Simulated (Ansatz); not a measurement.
# C₂H₆FNOSi: from a rough start to a minimum

Aim: relax C₂H₆FNOSi from a cheap starting geometry, check the end point by its vibrations and derive ideal-gas thermochemistry.

Program: Ansatz 0.2.0, Gaussian basis. Level of theory: RKS PBE0-D4/def2-TZVP. These are calculated values, not measurements.

Levels to be run: relaxation at PBE-D4/def2-SVP; relaxation at PBE0-D4/def2-TZVP; harmonic vibrations at the same level.

1 further run of the same task is left out (set aside as unsound or not needed).

## Step 1: The starting structure

SMILES `C=C[Si](N)(O)F`, 12 atoms, charge 0, spin multiplicity 1.

Atoms are counted from 1 here; the program's logs count them from 0.

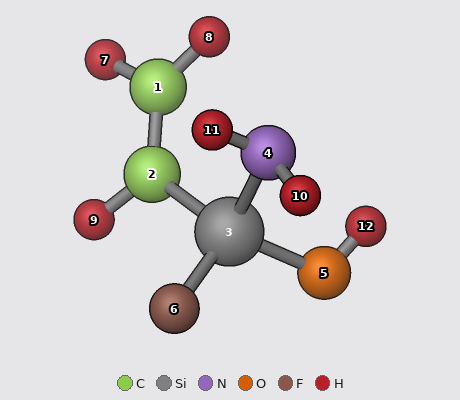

Start geometry, drawn with carbon green, silicon grey, nitrogen purple, oxygen orange, fluorine brown, hydrogen red; atoms are numbered from 1 in the order of the file.

Geometry (Å):

```
C    -0.32450    1.76160   -0.74940
C    -0.63710    1.02820    0.30030
Si   -0.18100   -0.69130    0.54700
N     1.41330   -0.99920   -0.16770
O    -1.14030   -1.80830   -0.14370
F     0.03290   -0.98290    2.11050
H    -0.69770    2.83610   -0.79200
H     0.23270    1.46550   -1.62400
H    -1.19840    1.45870    1.17030
H     1.62490   -1.92810    0.18780
H     1.99990   -0.36610    0.26830
H    -1.04760   -1.82940   -1.07340
```

The start is a force-field geometry with small random shifts, so a cheaper pass at PBE-D4/def2-SVP comes first.

## Step 2: Optimising with PBE-D4/def2-SVP (cheap first pass)

Contents of in.yaml:

```yaml
crystal:
  periodic: [false, false, false]
  atoms:
    - {symbol: C, position_ang: [-0.324500, 1.761600, -0.749400]}
    - {symbol: C, position_ang: [-0.637100, 1.028200, 0.300300]}
    - {symbol: Si, position_ang: [-0.181000, -0.691300, 0.547000]}
    - {symbol: N, position_ang: [1.413300, -0.999200, -0.167700]}
    - {symbol: O, position_ang: [-1.140300, -1.808300, -0.143700]}
    - {symbol: F, position_ang: [0.032900, -0.982900, 2.110500]}
    - {symbol: H, position_ang: [-0.697700, 2.836100, -0.792000]}
    - {symbol: H, position_ang: [0.232700, 1.465500, -1.624000]}
    - {symbol: H, position_ang: [-1.198400, 1.458700, 1.170300]}
    - {symbol: H, position_ang: [1.624900, -1.928100, 0.187800]}
    - {symbol: H, position_ang: [1.999900, -0.366100, 0.268300]}
    - {symbol: H, position_ang: [-1.047600, -1.829400, -1.073400]}
basis:
  gaussian: {orbitals: def2-SVP}
hamiltonian: {xc: pbe, dispersion: d4}
relax: {f_tol: 0.03, max_steps: 200}
```

Log (excerpt; [...] marks lines left out):

```text
Functional definition: PBE
  name "PBE"
  cite "Perdew, Burke & Ernzerhof, Phys. Rev. Lett. 77, 3865 (1996) doi:10.1103/PhysRevLett.77.3865"
  parent pbe
[...]
1323 factors; their error is unknown
[...]
mean field -16283.45901923 eV, -598.4060816317 hartree, gradient 9.1e-6 eV, S^2 0.000000; 0 other end points of the search recorded, 0 dependent functions left out
[...]
reference -16283.45905392 eV, -598.4060829067 hartree; 28, 28 occupied and 90, 90 virtual orbitals, 1323 factors
relax step   1: F+E_penalty+E_count = -16283.73160847 eV  Δ(F+E_penalty+E_count) = +0.000e0 eV  max|allowed force component| = 2.808e0 eV/Å  Δτ_max = 0.0000 Å  (31 SCF iters, accepted)
[...]
relax step   4: F+E_penalty+E_count = -16284.35266523 eV  Δ(F+E_penalty+E_count) = -1.455e-1 eV  max|allowed force component| = 4.895e-1 eV/Å  Δτ_max = 0.2000 Å  (30 SCF iters, accepted)
[...]
relax step   7: F+E_penalty+E_count = -16284.38655548 eV  Δ(F+E_penalty+E_count) = -1.195e-3 eV  max|allowed force component| = 2.897e-1 eV/Å  Δτ_max = 0.2000 Å  (29 SCF iters, accepted)
[...]
relax step  10: F+E_penalty+E_count = -16284.40446554 eV  Δ(F+E_penalty+E_count) = -5.512e-4 eV  max|allowed force component| = 1.145e-1 eV/Å  Δτ_max = 0.0387 Å  (30 SCF iters, accepted)
[...]
1323 factors; their error is unknown
[...]
mean field -16284.13408260 eV, -598.4308897531 hartree, gradient 1.4e-5 eV, S^2 0.000000; 1 other end points of the search recorded, 0 dependent functions left out
[...]
reference -16284.13411732 eV, -598.4308910289 hartree; 28, 28 occupied and 90, 90 virtual orbitals, 1323 factors
Total energy: -16284.40540735 eV, -598.4408607537 hartree
Atom 0 at    -0.224753     1.805966    -0.676095 Å, force    -0.003541    -0.003691    -0.001219 eV/Å
Atom 1 at    -0.717690     1.019052     0.302853 Å, force    -0.005745     0.004861    -0.000449 eV/Å
Atom 2 at    -0.146428    -0.729770     0.594811 Å, force    -0.001926     0.001736    -0.005391 eV/Å
Atom 3 at     1.403673    -0.927494    -0.136917 Å, force     0.010587     0.002062    -0.006242 eV/Å
Atom 4 at    -1.178119    -1.925511     0.046328 Å, force     0.011265    -0.001953    -0.010320 eV/Å
Atom 5 at    -0.169251    -0.976220     2.215416 Å, force    -0.001765    -0.000644     0.012942 eV/Å
Atom 6 at    -0.580500     2.838540    -0.838911 Å, force     0.002674    -0.000089    -0.001191 eV/Å
Atom 7 at     0.562338     1.444488    -1.361142 Å, force     0.000940    -0.002071     0.001310 eV/Å
Atom 8 at    -1.510254     1.428206     0.956937 Å, force     0.000488    -0.001982     0.003450 eV/Å
Atom 9 at     1.807625    -1.865131    -0.204621 Å, force    -0.007082     0.002486     0.005863 eV/Å
Atom 10 at     2.132150    -0.234902     0.053472 Å, force     0.004095    -0.002658    -0.001552 eV/Å
Atom 11 at    -1.301691    -1.932425    -0.918133 Å, force    -0.009991     0.001942     0.002798 eV/Å
Dipole moment:     0.298919     0.171474    -0.518735 e Å
```

Run time: 25 s. Hardware: 4 threads, shared host.

Step by step:

```
step  energy from step 1 (eV)  largest force component (eV/Å)
   1                   0.0000                          2.8080
   2                  -0.4670                          1.4280
   3                  -0.4756                          1.4070
   4                  -0.6211                          0.4895
   5                  -0.6527                          0.4525
   6                  -0.6538                          0.4372
   7                  -0.6549                          0.2897
   8                  -0.6711                          0.0929
   9                  -0.6723                          0.0862
  10                  -0.6729                          0.1145
  11                  -0.6725                          0.1501
  12                  -0.6735                          0.0360
  13                  -0.6734                          0.0566
  14                  -0.6738                          0.0129
```

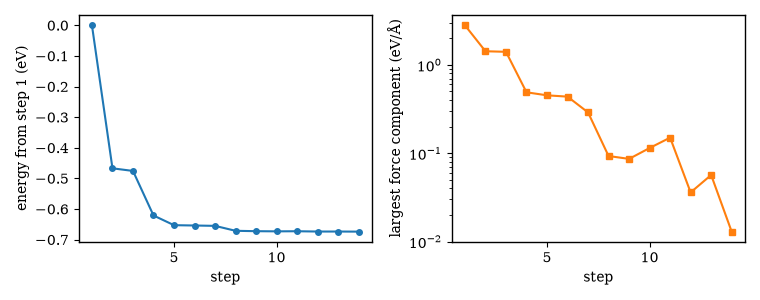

Energy and force, step by step.

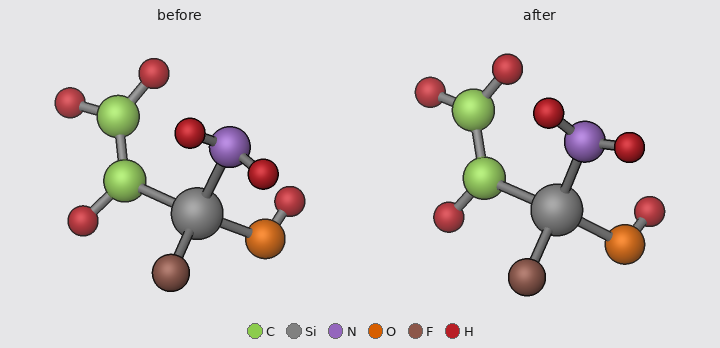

The geometry before (left) and after (right).

Distances of close pairs at the start and the end, largest changes first:

```
  bond  before (Å)  after (Å)  change (Å)
C2–Si3       1.796      1.863      +0.067
N4–H11       0.967      1.023      +0.056
Si3–N4       1.774      1.725      -0.049
Si3–O5       1.626      1.672      +0.045
O5–H12       0.935      0.972      +0.038
Si3–F6       1.605      1.639      +0.035
 C1–H7       1.138      1.104      -0.034
 C1–C2       1.318      1.349      +0.031
```

## Step 3: Relaxation at PBE0-D4/def2-TZVP

Contents of in.yaml:

```yaml
crystal:
  periodic: [false, false, false]
  atoms:
    - {symbol: C, position_ang: [-0.224753, 1.805966, -0.676095]}
    - {symbol: C, position_ang: [-0.717690, 1.019052, 0.302853]}
    - {symbol: Si, position_ang: [-0.146428, -0.729770, 0.594811]}
    - {symbol: N, position_ang: [1.403673, -0.927494, -0.136917]}
    - {symbol: O, position_ang: [-1.178119, -1.925511, 0.046328]}
    - {symbol: F, position_ang: [-0.169251, -0.976220, 2.215416]}
    - {symbol: H, position_ang: [-0.580500, 2.838540, -0.838911]}
    - {symbol: H, position_ang: [0.562338, 1.444488, -1.361142]}
    - {symbol: H, position_ang: [-1.510254, 1.428206, 0.956937]}
    - {symbol: H, position_ang: [1.807625, -1.865131, -0.204621]}
    - {symbol: H, position_ang: [2.132150, -0.234902, 0.053472]}
    - {symbol: H, position_ang: [-1.301691, -1.932425, -0.918133]}
basis:
  gaussian: {orbitals: def2-TZVP}
hamiltonian: {xc: pbe0, dispersion: d4}
relax: {f_tol: 0.005, max_steps: 150}
```

Log (excerpt; [...] marks lines left out):

```text
Functional definition: PBE0
  name "PBE0"
  cite "Adamo & Barone, J. Chem. Phys. 110, 6158 (1999) doi:10.1063/1.478522"
  cite "Perdew, Burke & Ernzerhof, Phys. Rev. Lett. 77, 3865 (1996) doi:10.1103/PhysRevLett.77.3865"
  parent pbe
[...]
1354 factors; their error is unknown
[...]
mean field -16298.52387784 eV, -598.9597049742 hartree, gradient 5.2e-5 eV, S^2 0.000000; 0 other end points of the search recorded, 0 dependent functions left out
[...]
reference -16298.52390932 eV, -598.9597061312 hartree; 28, 28 occupied and 200, 200 virtual orbitals, 1354 factors
relax step   1: F+E_penalty+E_count = -16298.75324226 eV  Δ(F+E_penalty+E_count) = +0.000e0 eV  max|allowed force component| = 1.341e0 eV/Å  Δτ_max = 0.0000 Å  (29 SCF iters, accepted)
[...]
Atom 2 at    -0.131221    -0.721263     0.596097 Å, force     0.003067    -0.002715    -0.001810 eV/Å
Atom 3 at     1.406131    -0.924236    -0.100053 Å, force     0.000942     0.001667    -0.003053 eV/Å
Atom 4 at    -1.132081    -1.888600     0.037986 Å, force     0.000278    -0.000795    -0.001317 eV/Å
Atom 5 at    -0.166932    -0.955100     2.174135 Å, force    -0.001736    -0.000711     0.002236 eV/Å
Atom 6 at    -0.596493     2.793876    -0.837050 Å, force     0.001186     0.000555     0.000178 eV/Å
Atom 7 at     0.547699     1.436832    -1.342194 Å, force     0.000209    -0.001278    -0.000459 eV/Å
Atom 8 at    -1.499291     1.406395     0.935438 Å, force     0.000113     0.000269    -0.000259 eV/Å
Atom 9 at     1.776066    -1.851861    -0.232999 Å, force    -0.001233     0.001054     0.001633 eV/Å
Atom 10 at     2.141743    -0.259657     0.077618 Å, force    -0.000905    -0.001470     0.000576 eV/Å
Atom 11 at    -1.321768    -1.880743    -0.900795 Å, force     0.000702     0.000831     0.001827 eV/Å
Dipole moment:     0.262346     0.206035    -0.523885 e Å
```

Run time: 55 s. Hardware: 4 threads, shared host; peak memory 0.65 GiB.

Step by step: (the energy doesn't fall at every step)

```
step  energy from step 1 (eV)  largest force component (eV/Å)
   1                   0.0000                          1.3410
   2                  -0.0825                          0.8120
   3                  -0.1026                          0.1085
   4                  -0.1037                          0.2815
   5                  -0.1052                          0.2203
   6                  -0.1035                          0.1995
   7                  -0.1070                          0.0249
   8                  -0.1070                          0.0268
   9                  -0.1071                          0.0143
  10                  -0.1072                          0.0053
  11                  -0.1072                          0.0031
```

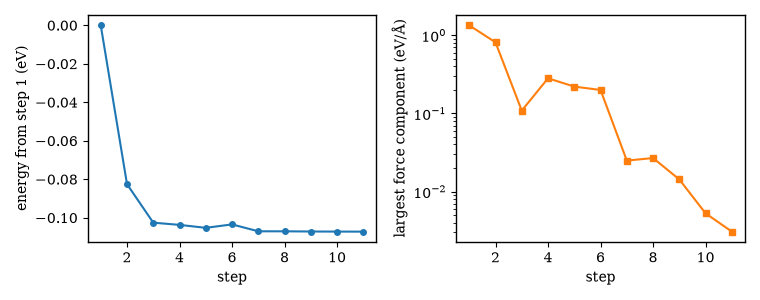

Energy and force, step by step.

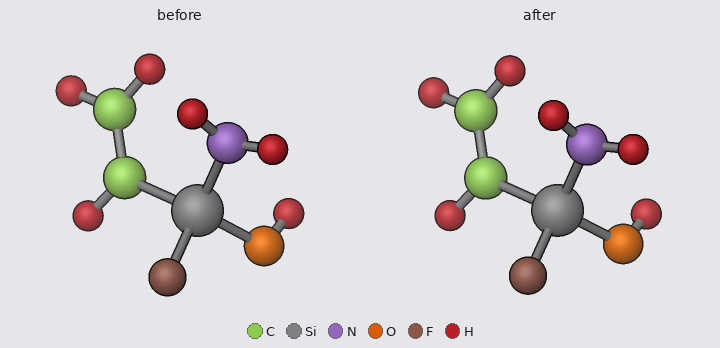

Before and after, at one scale.

Close pairs (by a distance rule), those that changed most:

```
  bond  before (Å)  after (Å)  change (Å)
Si3–F6       1.639      1.596      -0.044
Si3–O5       1.672      1.636      -0.036
Si3–N4       1.725      1.700      -0.026
 C1–C2       1.349      1.331      -0.018
 C1–H8       1.104      1.087      -0.018
 C1–H7       1.104      1.087      -0.018
 C2–H9       1.106      1.089      -0.017
N4–H11       1.023      1.007      -0.016
```

Mulliken charges at the end point, from the run's report:

```
atom  value (e)
  C1      -0.25
  C2      -0.30
 Si3       0.79
  N4      -0.63
  O5      -0.51
  F6      -0.31
  H7       0.13
  H8       0.14
  H9       0.13
 H10       0.25
 H11       0.25
 H12       0.32
```

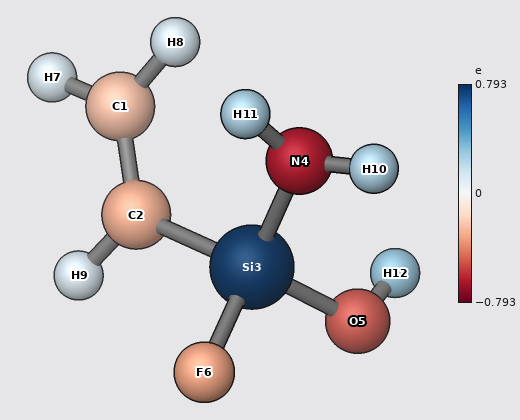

Mulliken charges at the end point, from the run's report, as colours on the atoms.

## Step 4: Vibrations by finite differences

Contents of in.yaml:

```yaml
crystal:
  periodic: [false, false, false]
  atoms:
    - {symbol: C, position_ang: [-0.233232, 1.783376, -0.670967]}
    - {symbol: C, position_ang: [-0.713521, 1.005780, 0.296784]}
    - {symbol: Si, position_ang: [-0.131221, -0.721263, 0.596097]}
    - {symbol: N, position_ang: [1.406131, -0.924236, -0.100053]}
    - {symbol: O, position_ang: [-1.132081, -1.888600, 0.037986]}
    - {symbol: F, position_ang: [-0.166932, -0.955100, 2.174135]}
    - {symbol: H, position_ang: [-0.596493, 2.793876, -0.837050]}
    - {symbol: H, position_ang: [0.547699, 1.436832, -1.342194]}
    - {symbol: H, position_ang: [-1.499291, 1.406395, 0.935438]}
    - {symbol: H, position_ang: [1.776066, -1.851861, -0.232999]}
    - {symbol: H, position_ang: [2.141743, -0.259657, 0.077618]}
    - {symbol: H, position_ang: [-1.321768, -1.880743, -0.900795]}
basis:
  gaussian: {orbitals: def2-TZVP}
hamiltonian: {xc: pbe0, dispersion: d4}
phonons: {temperatures: {t_min: 298.15, t_max: 900, t_step: 200}}
```

Log (excerpt; [...] marks lines left out):

```text
Functional definition: PBE0
  name "PBE0"
  cite "Adamo & Barone, J. Chem. Phys. 110, 6158 (1999) doi:10.1063/1.478522"
  cite "Perdew, Burke & Ernzerhof, Phys. Rev. Lett. 77, 3865 (1996) doi:10.1103/PhysRevLett.77.3865"
  parent pbe
[...]
1354 factors; their error is unknown
[...]
mean field -16298.62891938 eV, -598.9635651798 hartree, gradient 1.3e-5 eV, S^2 0.000000; 0 other end points of the search recorded, 0 dependent functions left out
[...]
reference -16298.62895056 eV, -598.9635663256 hartree; 28, 28 occupied and 200, 200 virtual orbitals, 1354 factors
[...]
1354 factors; their error is unknown
mean field -16298.62878306 eV, -598.9635601699 hartree, gradient 1.8e-6 eV, S^2 0.000000; 0 other end points of the search recorded, 0 dependent functions left out
[...]
reference -16298.62881423 eV, -598.9635613156 hartree; 28, 28 occupied and 200, 200 virtual orbitals, 1354 factors
[...]
Atom 5 at    -0.166932    -0.955100     2.174135 Å, force    -0.001717    -0.000701     0.002228 eV/Å
Atom 6 at    -0.596493     2.793876    -0.837050 Å, force     0.001208     0.000556     0.000176 eV/Å
Atom 7 at     0.547699     1.436832    -1.342194 Å, force     0.000277    -0.001218    -0.000499 eV/Å
Atom 8 at    -1.499291     1.406395     0.935438 Å, force     0.000120     0.000266    -0.000261 eV/Å
Atom 9 at     1.776066    -1.851861    -0.232999 Å, force    -0.001217     0.001022     0.001612 eV/Å
Atom 10 at     2.141743    -0.259657     0.077618 Å, force    -0.001057    -0.001386     0.000569 eV/Å
Atom 11 at    -1.321768    -1.880743    -0.900795 Å, force     0.000697     0.000843     0.001861 eV/Å
Dipole moment:     0.262349     0.206036    -0.523885 e Å
Vibrations: 91.33 156.70 171.02 223.58 264.76 304.42 330.28 373.15 408.11 447.24 557.68 673.64 800.55 812.22 873.34 940.00 961.52 1016.02 1024.70 1056.31 1296.53 1442.33 1579.50 1674.03 3131.03 3146.75 3215.75 3605.40 3698.69 3933.51 cm⁻¹, zero-point energy 2.368722 eV
```

Run time: 3.8 min. Hardware: 4 threads, shared host; peak memory 0.67 GiB.

Motions are named by where the mode's potential energy lies. Wavenumbers, unscaled:

```
mode  cm⁻¹                          motion
   1    91                         torsion
   2   157               torsion with bend
   3   171                            bend
   4   224               torsion with bend
   5   265               torsion with bend
   6   304               torsion with bend
   7   330               torsion with bend
   8   373                         torsion
   9   408               bend with torsion
  10   447                         torsion
  11   558                         torsion
  12   674                    Si–C stretch
  13   801          bend with Si–O stretch
  14   812                            bend
  15   873          bend with Si–N stretch
  16   940           Si–N and Si–F stretch
  17   962                    Si–O stretch
  18  1016  torsion with out-of-plane bend
  19  1025                            bend
  20  1056                         torsion
  21  1297                            bend
  22  1442                            bend
  23  1579                            bend
  24  1674                     C–C stretch
  25  3131                     C–H stretch
  26  3147                     C–H stretch
  27  3216                     C–H stretch
  28  3605                     N–H stretch
  29  3699                     N–H stretch
  30  3934                     O–H stretch
```

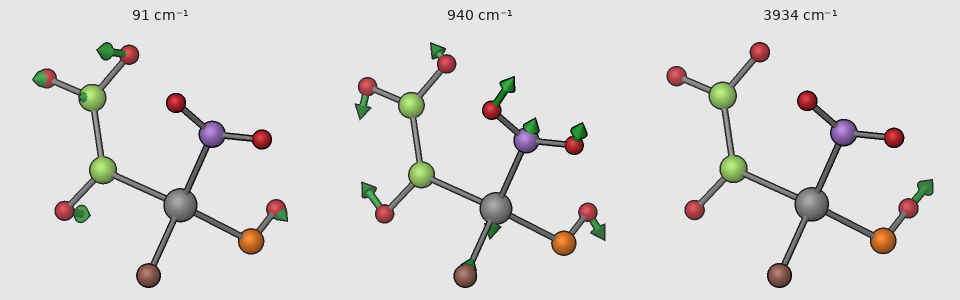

How the atoms move in 3 of the modes.

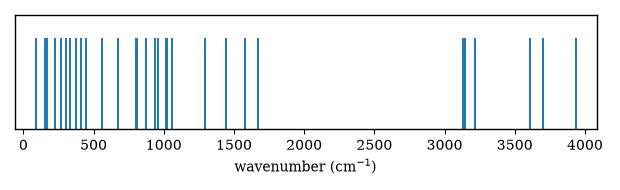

The harmonic wavenumbers as sticks (no intensities were computed).

From these modes and the moments of inertia (298.15 K, 1 bar, symmetry number 1):

```
                term            value
   zero-point energy    54.6 kcal/mol
          H(298) − E    60.4 kcal/mol
entropy, translation  167.2 J/(mol K)
   entropy, rotation  114.3 J/(mol K)
  entropy, vibration   82.1 J/(mol K)
      entropy, total  363.5 J/(mol K)
```

## Step 5: Summary of results

| quantity | value |
| --- | --- |
| point group | C1 |
| steps | 14 + 11 |
| shift from the start (rms) | 0.265 Å |
| total energy | -16298.8605 eV |
| dispersion term | -232 meV |
| dipole moment | 2.98 D |
| lowest, highest wavenumber | 91, 3934 cm⁻¹ |
| zero-point energy | 54.6 kcal/mol |
| entropy at 298.15 K | 363.5 J/(mol K) |

In words: The relaxed geometry lies 0.27 Å (rms) from the start; the bond that changed most is Si3–N4, from 1.774 to 1.700 Å. No mode is imaginary: a true minimum at this level. The stiffest mode, 3934 cm⁻¹, is an O–H stretch, and 3 modes under 200 cm⁻¹ make the vibrational entropy uncertain. Harmonic hybrid wavenumbers usually lie a few per cent above measured fundamentals. The largest Mulliken charge, +0.79 e, sits on Si3.
